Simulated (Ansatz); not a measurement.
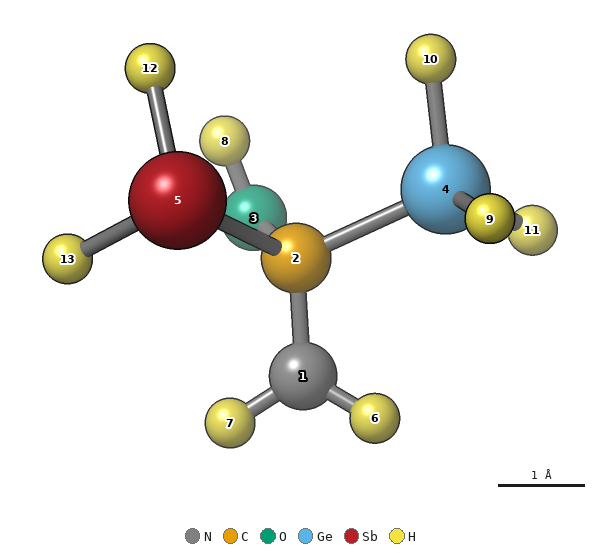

Figure 1. The structure (ball-and-stick view, seen on its broad side; atoms are numbered from 1 in the order of the input). Sticks mark near contacts.

# Phonon calculation, with input and output: CH₈GeNOSb

System: CH₈GeNOSb, SMILES N[C](O)([GeH3])[SbH2].
Method: RKS LDA/def2-SVP (Ansatz 0.2.0).

It belongs to a series of runs on one base structure; here: vibrations at the highest image of the band. Figures and captions count atoms from 1; the log counts them from 0 in places.

**Output**
```
Engine: ansatz 0.2.0, aarch64-unknown-linux-gnu
Functional definition: SPW92
  exchange = slater_x
  correlation = pw_c
1604 factors; their error is unknown
mean field evaluation 1: about -67602.8207 eV, gradient 7.5e1 eV
mean field evaluation 2: about -67451.0535 eV, gradient 2.2e2 eV
mean field evaluation 4: about -67613.2556 eV, gradient 2.4e1 eV
mean field evaluation 8: about -67614.4413 eV, gradient 1.9e-1 eV
mean field evaluation 16: about -67614.3720 eV, gradient 2.1e-3 eV
mean field -67614.37204205 eV, -2484.7823418779 hartree, gradient 2.4e-5 eV, S^2 0.000000; 0 other end points of the search recorded, 0 dependent functions left out
the calculation of the forces begins
reference -67614.37208182 eV, -2484.7823433394 hartree; 42, 42 occupied and 98, 98 virtual orbitals, 1604 factors
these checks for a lower state are left out or cut short: stability, starts, cluster_reference, orbital_swaps, neighbouring_geometries, increment
1604 factors; their error is unknown
mean field -67614.37192557 eV, -2484.7823375975 hartree, gradient 1.6e-6 eV, S^2 0.000000; 0 other end points of the search recorded, 0 dependent functions left out
[... from here on the field's lines of each further geometry are left out, up to the last ...]
the calculation of the forces begins
reference -67614.37208185 eV, -2484.7823433405 hartree; 42, 42 occupied and 98, 98 virtual orbitals, 1604 factors
these checks for a lower state are left out or cut short: stability, starts, cluster_reference, orbital_swaps, neighbouring_geometries, increment
1604 factors; their error is unknown
mean field -67614.37200803 eV, -2484.7823406276 hartree, gradient 2.2e-6 eV, S^2 0.000000; 0 other end points of the search recorded, 0 dependent functions left out
the calculation of the forces begins
reference -67614.37204780 eV, -2484.7823420891 hartree; 42, 42 occupied and 98, 98 virtual orbitals, 1604 factors
WARN: phonons: modes at or below zero, which the zero-point energy, F, S and C_V leave out: 1, the lowest at -396.54 cm⁻¹. A minimum has none, and a first-order saddle one
Total energy: -67614.37208182 eV, -2484.7823433394 hartree
Atom 0 at    -1.361581     0.712394     0.655401 Å, force    -0.005043     0.021112    -0.005667 eV/Å
Atom 1 at    -0.348039     0.093546    -0.064280 Å, force     0.000068     0.000717    -0.000005 eV/Å
Atom 2 at    -0.859216    -0.425921    -1.260852 Å, force     0.027902     0.002037    -0.008011 eV/Å
Atom 3 at     0.488464    -1.345456     0.983225 Å, force    -0.011404    -0.002423     0.013465 eV/Å
Atom 4 at     1.310029     1.599602    -0.547484 Å, force     0.007374    -0.005851    -0.002482 eV/Å
Atom 5 at    -1.517493     0.519732     1.643645 Å, force    -0.001345    -0.002290    -0.011574 eV/Å
Atom 6 at    -1.821736     1.539660     0.264486 Å, force     0.004275    -0.019441     0.009731 eV/Å
Atom 7 at    -0.105361    -0.558901    -1.871348 Å, force    -0.024601    -0.003313     0.008408 eV/Å
Atom 8 at     1.229218    -0.805691     2.233247 Å, force    -0.002290     0.000503    -0.000969 eV/Å
Atom 9 at     1.504471    -2.045679     0.056001 Å, force     0.006077    -0.005013    -0.002507 eV/Å
Atom 10 at    -0.593763    -2.365658     1.416474 Å, force     0.006469     0.007878    -0.003879 eV/Å
Atom 11 at     1.925117     0.682262    -1.891533 Å, force    -0.004759     0.003785    -0.003328 eV/Å
Atom 12 at     0.170290     2.365412    -1.602181 Å, force    -0.002722     0.002300     0.006817 eV/Å
Dipole moment:    -0.095528     0.084036     0.185521 e Å
Vibrations: -396.54 89.51 96.83 128.09 161.20 207.55 228.36 255.78 331.93 401.55 416.66 506.20 515.90 562.28 616.51 707.44 771.36 790.40 832.21 837.21 986.14 1127.82 1160.54 1309.93 1513.74 1836.73 1874.60 2061.77 2083.66 2109.50 3482.98 3625.21 3674.55 cm⁻¹, zero-point energy 2.188577 eV
```

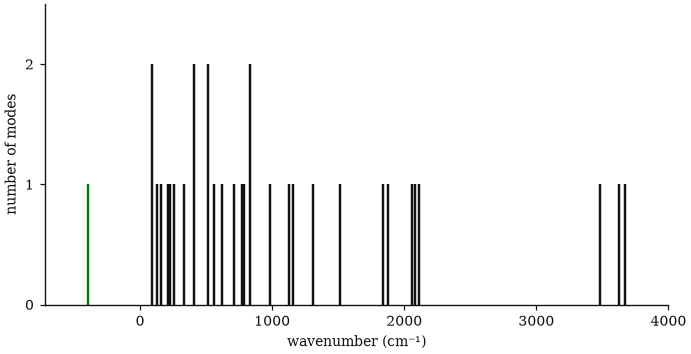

Figure 2. Harmonic vibrational wavenumbers from the force constants; neighbouring modes closer than 19 cm⁻¹ are counted in one stick, and imaginary ones are drawn at negative wavenumbers. 33 modes from 397i to 3675 cm⁻¹, 1 imaginary beyond 8i (397i cm⁻¹): a first-order saddle point, if the geometry is stationary.

The run was set up as follows.

**Input file**
```yaml
crystal:
  periodic: [false, false, false]
  atoms:
    - { symbol: "N", position_ang: [-1.361581, 0.712394, 0.655401] }
    - { symbol: C, position_ang: [-0.348039, 0.093546, -0.06428] }
    - { symbol: O, position_ang: [-0.859216, -0.425921, -1.260852] }
    - { symbol: Ge, position_ang: [0.488464, -1.345456, 0.983225] }
    - { symbol: Sb, position_ang: [1.310029, 1.599602, -0.547484] }
    - { symbol: H, position_ang: [-1.517493, 0.519732, 1.643645] }
    - { symbol: H, position_ang: [-1.821736, 1.53966, 0.264486] }
    - { symbol: H, position_ang: [-0.105361, -0.558901, -1.871348] }
    - { symbol: H, position_ang: [1.229218, -0.805691, 2.233247] }
    - { symbol: H, position_ang: [1.504471, -2.045679, 0.056001] }
    - { symbol: H, position_ang: [-0.593763, -2.365658, 1.416474] }
    - { symbol: H, position_ang: [1.925117, 0.682262, -1.891533] }
    - { symbol: H, position_ang: [0.17029, 2.365412, -1.602181] }
basis:
  gaussian: { orbitals: def2-SVP }
hamiltonian:
  xc: lda
phonons: {}
```

Launched with:
```bash
ansatz run input.yaml --threads 2 --pin off --max-ram 3072MiB --backend cpu --events-out ev --progress --plain --runs-dir out
```

**Key numbers**

- outcome: converged
- total energy: −67614.3721 eV
- mean-field energy: −67614.3721 eV
- largest force (length of the vector): 0.029 eV/Å
- hardware: 2 threads of Arm Neoverse V1, 24 GiB of memory available, shared host
- wall time: 2.2 min (CPU time 4.2 min)
- peak memory: 0.2 GiB
